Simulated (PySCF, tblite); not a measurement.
**C₅H₉NO₂Si: geometry, infrared bands and NMR shifts**

Wanted: the infrared bands and NMR shifts of C₅H₉NO₂Si (`C/C=C(\C#N)O[SiH2]OC`), by calculation.

Programs: tblite 0.8.0 and PySCF 2.14.0, with density-fitted response routines of our own. Each step states its level of theory. These are calculated values for one molecule in the gas phase, unless marked as measured. Atoms are numbered from 0 throughout.

### Step 1. Starting geometry

18 atoms, charge 0, multiplicity 1; geometry from: force field or distance geometry start.

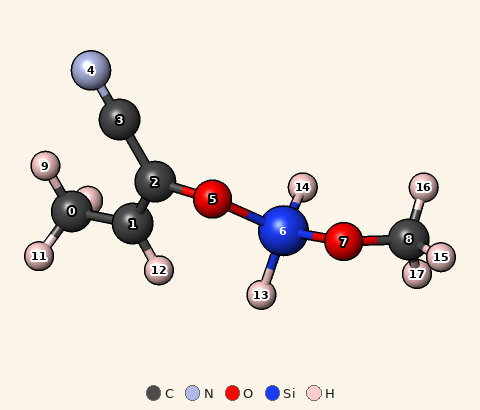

The starting geometry (carbon dark grey, nitrogen light blue, oxygen red, silicon blue, hydrogen pink), atoms numbered; sticks join atoms by distance.

### Step 2. Geometry optimisation with GFN2-xTB

What the job is given:

```
{"job": {"kind": "relax", "xc": "GFN2-xTB", "basis": "xTB"}, "charge": 0, "multiplicity": 1}
C     -3.247500    -0.327500    -0.451800
C     -1.821600    -0.310200    -0.093400
C     -1.154400     0.791800     0.226700
C     -1.847200     2.063700     0.201300
N     -2.394200     3.078500     0.199300
O      0.171700     0.667600     0.545400
Si     1.269800    -0.315300    -0.412200
O      2.815900    -0.122200     0.273000
C      3.850700    -0.358000    -0.630800
H     -3.677900     0.699900    -0.264400
H     -3.319000    -0.561200    -1.554900
H     -3.778400    -1.104500     0.128900
H     -1.309900    -1.265000    -0.064200
H      0.759300    -1.703100    -0.295800
H      1.182500     0.028300    -1.827400
H      4.765500    -0.396900    -0.000200
H      3.952700     0.473700    -1.360800
H      3.773400    -1.333300    -1.159800
```

On the command line:

```
OMP_NUM_THREADS=1 python probes_run.py task.json out
```

One launch serves the whole session: the jobs run in the order shown.

Standard output:

```text
step      E/eV     max force
  0    -764.33369    2.889
  1    -764.63213    1.566
  2    -764.71719    3.937
  3    -764.80582    3.208
  4    -764.86709    0.812
  5    -764.90182    0.623
  6    -764.93426    0.455
  7    -764.94757    0.446
  8    -764.97012    0.385
  9    -764.97927    0.333
 10    -764.98708    0.277
 11    -764.99494    0.231
 12    -765.00473    0.318
 13    -765.01473    0.299
 14    -765.02478    0.226
 15    -765.03545    0.253
 16    -765.04771    0.226
 17    -765.05892    0.247
 18    -765.06915    0.265
 19    -765.07972    0.281
 20    -765.09078    0.296
 21    -765.10191    0.323
 22    -765.10970    0.226
 23    -765.11314    0.107
 24    -765.11514    0.097
 25    -765.11723    0.134
 26    -765.11930    0.190
 27    -765.12137    0.140
 28    -765.12342    0.252
 29    -765.12626    0.155
 30    -765.13127    0.320
 31    -765.13462    0.304
 32    -765.13724    0.151
 33    -765.13947    0.125
 34    -765.14165    0.197
 35    -765.14366    0.195
 36    -765.14527    0.116
 37    -765.14659    0.122
 38    -765.14811    0.218
 39    -765.15013    0.258
 40    -765.15245    0.199
 41    -765.15468    0.118
 42    -765.15669    0.118
 43    -765.15875    0.176
 44    -765.16100    0.219
 45    -765.16323    0.141
 46    -765.16509    0.094
 47    -765.16642    0.126
 48    -765.16790    0.147
 49    -765.16956    0.104
 50    -765.17104    0.072
 51    -765.17224    0.113
 52    -765.17327    0.114
 53    -765.17434    0.140
 54    -765.17541    0.084
 55    -765.17638    0.071
 56    -765.17723    0.143
 57    -765.17805    0.132
 58    -765.17878    0.098
 59    -765.17938    0.052
 60    -765.17990    0.070
 61    -765.18044    0.085
 62    -765.18101    0.057
 63    -765.18156    0.059
 64    -765.18209    0.067
 65    -765.18272    0.079
 66    -765.18343    0.074
 67    -765.18412    0.062
 68    -765.18473    0.058
 69    -765.18530    0.125
 70    -765.18582    0.066
 71    -765.18633    0.079
 72    -765.18668    0.043
 73    -765.18689    0.040
 74    -765.18707    0.041
 75    -765.18733    0.041
 76    -765.18754    0.028
 77    -765.18768    0.027
 78    -765.18780    0.025
 79    -765.18796    0.031
 80    -765.18825    0.040
 81    -765.18871    0.049
 82    -765.18930    0.062
 83    -765.18990    0.059
 84    -765.19049    0.060
 85    -765.19110    0.066
 86    -765.19178    0.065
 87    -765.19254    0.072
 88    -765.19321    0.069
 89    -765.19379    0.057
 90    -765.19422    0.046
 91    -765.19458    0.033
 92    -765.19477    0.037
 93    -765.19506    0.034
 94    -765.19535    0.046
 95    -765.19561    0.051
 96    -765.19596    0.058
 97    -765.19647    0.070
 98    -765.19729    0.085
 99    -765.19832    0.076
100    -765.19912    0.067
101    -765.19937    0.089
102    -765.19970    0.035
103    -765.19979    0.031
104    -765.19993    0.038
105    -765.20004    0.021
106    -765.20019    0.031
107    -765.20031    0.017
108    -765.20040    0.018
109    -765.20047    0.018
110    -765.20056    0.022
111    -765.20067    0.027
112    -765.20081    0.028
113    -765.20096    0.030
114    -765.20109    0.023
115    -765.20120    0.027
116    -765.20131    0.028
117    -765.20141    0.024
118    -765.20155    0.049
119    -765.20170    0.056
120    -765.20196    0.054
121    -765.20228    0.052
122    -765.20280    0.063
123    -765.20328    0.052
124    -765.20351    0.067
125    -765.20385    0.046
126    -765.20406    0.040
127    -765.20449    0.037
128    -765.20469    0.055
129    -765.20508    0.037
130    -765.20544    0.045
131    -765.20584    0.049
132    -765.20622    0.074
133    -765.20648    0.054
134    -765.20674    0.045
135    -765.20692    0.050
136    -765.20711    0.043
137    -765.20731    0.037
138    -765.20750    0.038
139    -765.20772    0.047
140    -765.20795    0.047
141    -765.20821    0.043
142    -765.20846    0.045
143    -765.20870    0.042
144    -765.20882    0.045
145    -765.20888    0.017
146    -765.20890    0.014
147    -765.20894    0.014
148    -765.20899    0.020
149    -765.20906    0.026
150    -765.20916    0.025
151    -765.20928    0.024
152    -765.20939    0.026
153    -765.20948    0.026
154    -765.20954    0.013
155    -765.20958    0.012
156    -765.20960    0.010
```

It took 1.3 s on 1 thread of Arm Neoverse V1, shared host; peak memory 0.16 GiB.

Step by step: (not every step is listed)

```csv
step,energy from step 0 (eV),largest force (eV/Å)
0,0.0000,2.8886
1,-0.2984,1.5662
2,-0.3835,3.9373
3,-0.4721,3.2083
4,-0.5334,0.8119
5,-0.5681,0.6231
6,-0.6006,0.4552
7,-0.6139,0.4464
8,-0.6364,0.3851
22,-0.7760,0.2257
36,-0.8116,0.1156
50,-0.8373,0.0716
64,-0.8484,0.0675
78,-0.8541,0.0250
92,-0.8611,0.0373
106,-0.8665,0.0306
120,-0.8683,0.0538
134,-0.8730,0.0452
148,-0.8753,0.0197
151,-0.8756,0.0236
152,-0.8757,0.0265
153,-0.8758,0.0259
154,-0.8758,0.0133
155,-0.8759,0.0117
156,-0.8759,0.0096
```

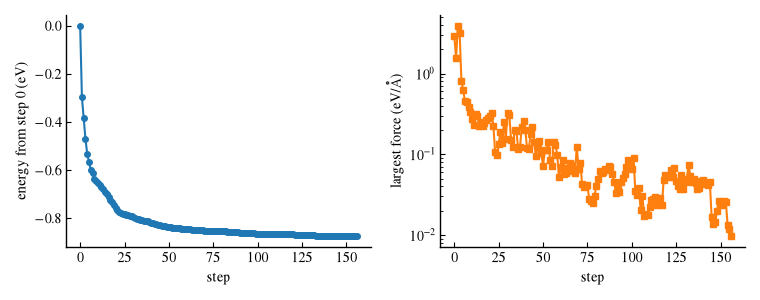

Energy and largest force along the relaxation.

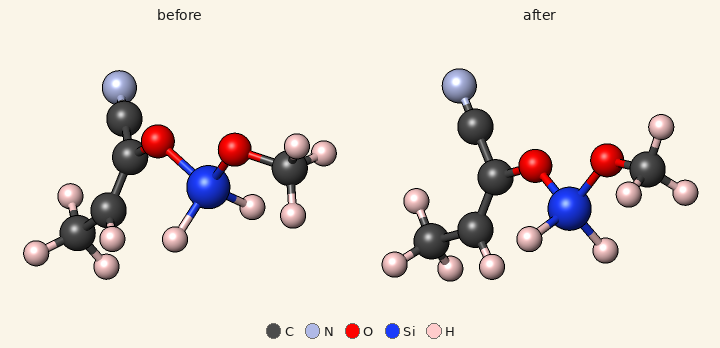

Before and after, at one scale.

Close pairs (by a distance rule), those that changed most:

```csv
bond,before (Å),after (Å),change (Å)
O5–Si6,1.758,1.618,-0.140
Si6–O7,1.702,1.607,-0.095
C0–H9,1.130,1.087,-0.043
C0–H10,1.130,1.090,-0.040
C2–O5,1.370,1.345,-0.024
C2–C3,1.449,1.424,-0.024
C8–H15,1.112,1.090,-0.021
C8–H17,1.112,1.093,-0.020
```

The next job starts from the end point, and lists it.

### Step 3. Vibrational analysis with GFN2-xTB

What the job is given:

```
{"job": {"kind": "ir", "xc": "GFN2-xTB", "basis": "xTB"}, "charge": 0, "multiplicity": 1}
C     -3.414916    -0.209262    -0.437814
C     -1.928228    -0.275361    -0.476986
C     -1.111241     0.679832    -0.018954
C     -1.634368     1.868610     0.565607
N     -2.048848     2.826898     1.038191
O      0.233095     0.644784    -0.048631
Si     1.250988    -0.485799    -0.599287
O      2.626932     0.266760    -0.249423
C      3.917327    -0.184838    -0.500062
H     -3.757352     0.696629     0.055549
H     -3.815048    -0.233220    -1.451717
H     -3.813013    -1.075416     0.090184
H     -1.484371    -1.158670    -0.911641
H      1.097836    -1.744548     0.134125
H      1.075526    -0.713156    -2.035835
H      4.615710     0.510245    -0.033022
H      4.110703    -0.222768    -1.575015
H      4.070509    -1.184405    -0.086444
```

Standard output:

```text
mode    cm-1     km/mol
  1      52.2      0.45
  2      54.2      0.62
  3      74.4      0.66
  4      88.7      0.19
  5     118.1      3.44
  6     135.3      0.65
  7     141.4      6.85
  8     183.6      2.69
  9     229.8      2.77
 10     258.3      3.59
 11     296.8      2.25
 12     301.0      9.03
 13     479.2      2.07
 14     573.3     30.06
 15     577.4    185.60
 16     605.8      4.65
 17     640.9      1.15
 18     735.2     16.21
 19     788.5    136.82
 20     817.0    167.67
 21     825.5     19.94
 22     836.2    218.33
 23     941.6    180.88
 24    1000.3     21.05
 25    1029.3      3.05
 26    1140.3      1.10
 27    1145.0     73.75
 28    1147.8     12.79
 29    1190.9    402.05
 30    1256.9    265.81
 31    1303.9     72.20
 32    1401.3      8.23
 33    1422.6      0.04
 34    1465.8      6.88
 35    1473.8     12.93
 36    1482.3      5.80
 37    1490.6      2.19
 38    1672.8     64.83
 39    2217.3    407.31
 40    2270.8    105.09
 41    2373.0    156.24
 42    2947.6     41.22
 43    2962.1     48.84
 44    2994.2     21.75
 45    2994.3     16.28
 46    3012.9     21.39
 47    3052.2      7.35
 48    3093.6     48.65
```

It took 0.72 s on 1 thread of Arm Neoverse V1, shared host; peak memory 0.16 GiB.

Which atoms move in the most intense modes:

```csv
cm⁻¹,km/mol,atoms
577,185.6,"H13 35 %, H14 35 %, Si6 18 %"
817,167.7,"Si6 24 %, H13 22 %, H14 22 %, C8 12 %"
836,218.3,"H13 40 %, H14 40 %, Si6 14 %"
942,180.9,"O5 36 %, Si6 21 %, C2 18 %"
1191,402.1,"O7 54 %, C8 28 %"
1257,265.8,"O5 30 %, C2 25 %, H12 23 %"
2217,407.3,"H14 49 %, H13 47 %"
2373,156.2,"C3 60 %, N4 39 %"
```

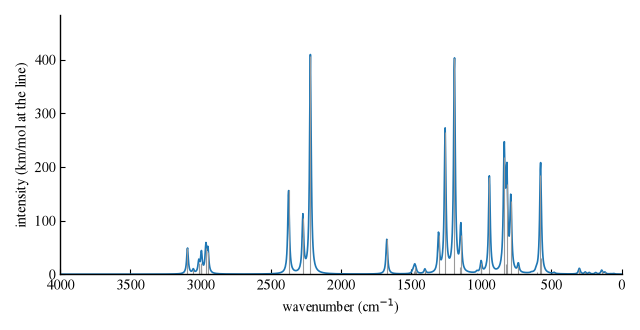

The infrared spectrum from these modes, unscaled. Lines are broadened to a width of 14 cm⁻¹ (Lorentzian).

### Step 4. NMR shieldings: PBE0/pcSseg-1

Settings changed since step 3:

```diff
@@ -1,2 +1,2 @@
-{"job": {"kind": "ir", "xc": "GFN2-xTB", "basis": "xTB"}, "charge": 0, "multiplicity": 1}
+{"job": {"kind": "nmr", "xc": "PBE0", "basis": "pcSseg-1"}, "charge": 0, "multiplicity": 1}
 C     -3.414916    -0.209262    -0.437814
```

With the program's defaults for keys left out, this is: GIAO PBE0/pcSseg-1 NMR shielding, non-relativistic, gas phase.

Standard output:

```text
coarse grid: 15872 points
cycle   1  E = -689.7792901598  dE =  1.424e+00  |g| = 9.364e-01  |ddm| = 3.949e+00
cycle   2  E = -689.4526661390  dE =  3.266e-01  |g| = 1.599e+00  |ddm| = 2.074e+00
cycle   3  E = -689.9304919198  dE = -4.778e-01  |g| = 2.394e-01  |ddm| = 1.462e+00
cycle   4  E = -689.9405507713  dE = -1.006e-02  |g| = 1.155e-01  |ddm| = 2.313e-01
cycle   5  E = -689.9432305403  dE = -2.680e-03  |g| = 2.870e-02  |ddm| = 1.013e-01
cycle   6  E = -689.9433894807  dE = -1.589e-04  |g| = 9.414e-03  |ddm| = 2.638e-02
cycle   7  E = -689.9434094207  dE = -1.994e-05  |g| = 3.286e-03  |ddm| = 1.023e-02
cycle   8  E = -689.9434119124  dE = -2.492e-06  |g| = 7.415e-04  |ddm| = 3.107e-03
final grid: 149728 points
cycle   9  E = -690.0156605855  dE = -2.464e-05  |g| = 1.209e-02  |ddm| = 2.638e-02
cycle  10  E = -690.0156295131  dE =  3.107e-05  |g| = 1.777e-02  |ddm| = 1.901e-02
cycle  11  E = -690.0156866064  dE = -5.709e-05  |g| = 2.261e-03  |ddm| = 1.320e-02
cycle  12  E = -690.0156877852  dE = -1.179e-06  |g| = 4.794e-04  |ddm| = 2.165e-03
cycle  13  E = -690.0156878249  dE = -3.967e-08  |g| = 2.009e-04  |ddm| = 4.538e-04
cycle  14  E = -690.0156878319  dE = -6.955e-09  |g| = 8.402e-05  |ddm| = 1.834e-04
cycle  15  E = -690.0156878334  dE = -1.472e-09  |g| = 2.612e-05  |ddm| = 7.509e-05
cycle  16  E = -690.0156878335  dE = -1.594e-10  |g| = 3.958e-06  |ddm| = 2.534e-05
converged SCF energy = -690.0156878335

GIAO shielding tensors (ppm)
atom      isotropic    diamagn.    paramagn.     s11        s22        s33       span
  0 C      169.644     244.162     -74.517    156.636    167.096    185.200     28.564
  1 C       60.307     261.425    -201.117    -40.873     69.860    151.936    192.809
  2 C       53.159     247.314    -194.155    -43.199     99.786    102.890    146.089
  3 C       68.198     261.750    -193.552    -45.561    -41.743    291.897    337.457
  4 N      -53.140     341.624    -394.764   -210.718   -181.460    232.758    443.476
  5 O      225.649     400.967    -175.318    180.464    246.800    249.682     69.218
  6 Si     382.923     884.093    -501.170    352.212    366.208    430.348     78.136
  7 O      331.074     401.782     -70.708    294.417    328.256    370.550     76.133
  8 C      136.665     239.347    -102.682    110.122    114.288    185.585     75.463
  9 H       29.311      27.096       2.214     24.994     29.807     33.131      8.137
 10 H       29.759      25.642       4.117     25.360     27.334     36.584     11.223
 11 H       29.792      26.482       3.311     25.421     27.376     36.581     11.160
 12 H       26.386      36.072      -9.686     23.708     24.871     30.578      6.871
 13 H       26.773      33.048      -6.275     23.582     25.489     31.249      7.666
 14 H       26.764      32.393      -5.629     23.524     25.556     31.213      7.689
 15 H       27.622      26.582       1.040     23.258     25.535     34.072     10.814
 16 H       27.915      26.698       1.218     23.616     25.713     34.418     10.802
 17 H       27.997      27.289       0.708     23.677     25.808     34.506     10.829
```

It took 58 s on 1 thread of Arm Neoverse V1, shared host; peak memory 0.91 GiB.

The references, computed at this level on geometries of the same kind, shield at (ppm): ¹H TMS 31.72, ¹³C TMS 186.9, ²⁹Si TMS 349.2, ¹⁵N NH3 267.7, ¹⁷O H2O 336.1. Their shielding less the atom's gives the shift. The references are single molecules in the gas phase, so shifts against H2O, NH3, PH3, H3PO4 or CFCl3 are not on the usual liquid scales and can be off by tens of ppm. Atoms listed in one row are averaged.

```csv
atoms,environment,σ (ppm),δ (ppm),δ scaled to CDCl3
C2,alkene carbon bearing oxygen,53.2,133.8,128.6
C1,β carbon of an enol-ether or enamine type C=C,60.3,126.6,121.7
C3,nitrile carbon,68.2,118.7,114.0
C8,methyl carbon bonded to O,136.7,50.3,47.1
C0,allylic methyl carbon,169.6,17.3,15.0
H12,hydrogen on a β carbon of an enol-ether or enamine type C=C,26.39,5.33,5.13
"H13, H14",hydrogen on a silicon bonded to 2 O,26.77,4.95,–
"H15, H16, H17",hydrogen on a methyl carbon bonded to O,27.84,3.87,3.76
"H9, H10, H11",hydrogen on an allylic methyl carbon,29.62,2.10,2.08
N4,nitrile nitrogen,-53.1,320.9,–
O5,"oxygen bonded to C, Si",225.6,110.4,–
O7,"oxygen bonded to C, Si",331.1,5.0,–
Si6,"silicon bonded to 2 O, 2 H",382.9,-33.8,–
```

The scaled column applies a straight-line fit of computed shieldings to shifts measured in CDCl3 (root-mean-square error 0.16 ppm for H, 1.9 ppm for C).

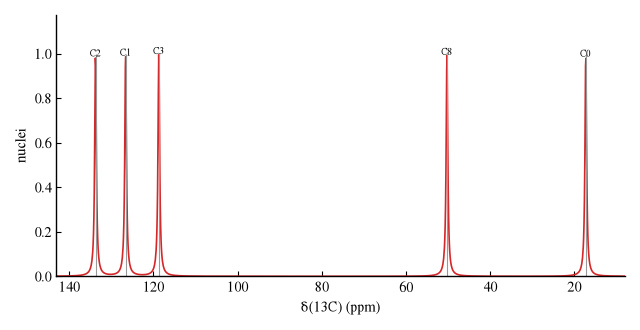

¹³C lines at the computed shifts, without couplings. Lines are broadened to a width of 0.47 ppm (Lorentzian).

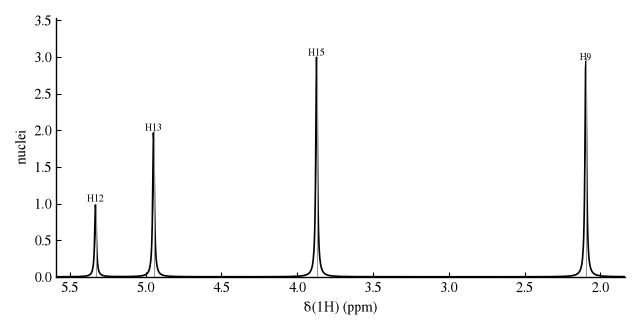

¹H lines at the computed shifts, without couplings. Lines are broadened to a width of 0.01 ppm (Lorentzian).

The run also stored atomic charges by several schemes (e):

```csv
atoms,Mulliken,IAO,Hirshfeld,ESP fit
C0,-0.19,-0.42,-0.11,-0.49
C1,-0.25,-0.17,-0.04,-0.06
C2,0.27,0.16,0.08,0.00
C3,0.08,0.13,0.08,0.48
N4,-0.24,-0.22,-0.20,-0.47
O5,-0.58,-0.57,-0.18,-0.42
Si6,0.92,1.23,0.45,0.88
O7,-0.60,-0.63,-0.22,-0.36
C8,-0.01,-0.20,-0.03,-0.19
```

Hirshfeld charges:

C0 -0.11; C1 -0.04; C2 0.08; C3 0.08; N4 -0.20; O5 -0.18; Si6 0.45; O7 -0.22; C8 -0.03; H9 0.05; H10 0.05; H11 0.05; H12 0.05; H13 -0.08; H14 -0.08; H15 0.05; H16 0.04; H17 0.04

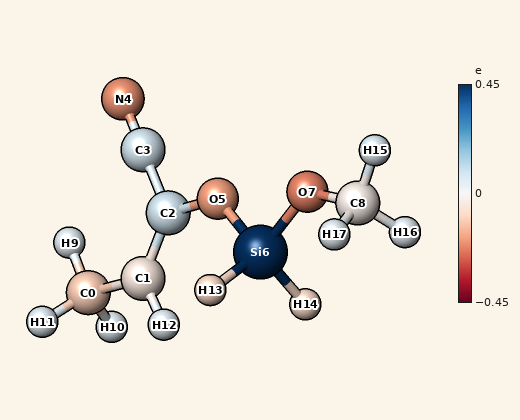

Hirshfeld charges, as colours on the atoms.

Mayer bond orders: C0–C1 1.07, C1–C2 1.78, C2–C3 1.02, C3–N4 3.00, C2–O5 0.97, O5–Si6 0.93, Si6–O7 1.04, O7–C8 0.90.

### Step 5. What came out

```
                                                              quantity                                value
                             strongest single infrared mode (GFN2-xTB)                2217 cm⁻¹, 407 km/mol
                                          zero-point energy (GFN2-xTB)                        81.9 kcal/mol
                                ¹³C shifts against TMS (PBE0/pcSseg-1)  133.8, 126.6, 118.7, 50.3, 17.3 ppm
¹H shifts against TMS (PBE0/pcSseg-1, means over atoms taken as alike)           5.33, 4.95, 3.87, 2.10 ppm
                                ¹⁵N shifts against NH3 (PBE0/pcSseg-1)                            320.9 ppm
                                ¹⁷O shifts against H2O (PBE0/pcSseg-1)                       110.4, 5.0 ppm
                               ²⁹Si shifts against TMS (PBE0/pcSseg-1)                            -33.8 ppm
```

What this shows: Over 156 steps the energy fell by 0.876 eV; of the close pairs, O5–Si6 changed most, 1.758 to 1.618 Å. No mode is imaginary among the 48: a minimum at this level. The strongest single mode, at 2217 cm⁻¹, moves mainly H14 and H13. GFN2-xTB is a fitted tight-binding method: band positions and strengths are rough. Its intensities can rank the bands wrongly. The most deshielded carbon is C2 (alkene carbon bearing oxygen), at 133.8 ppm: as expected for a trigonal carbon in a double bond. The most deshielded hydrogen is H12 (hydrogen on a β carbon of an enol-ether or enamine type C=C), at 5.33 ppm: olefinic region. At PBE0/pcSseg-1: The widest tensor belongs to N4: span 443 ppm, with a paramagnetic part of -395 ppm.
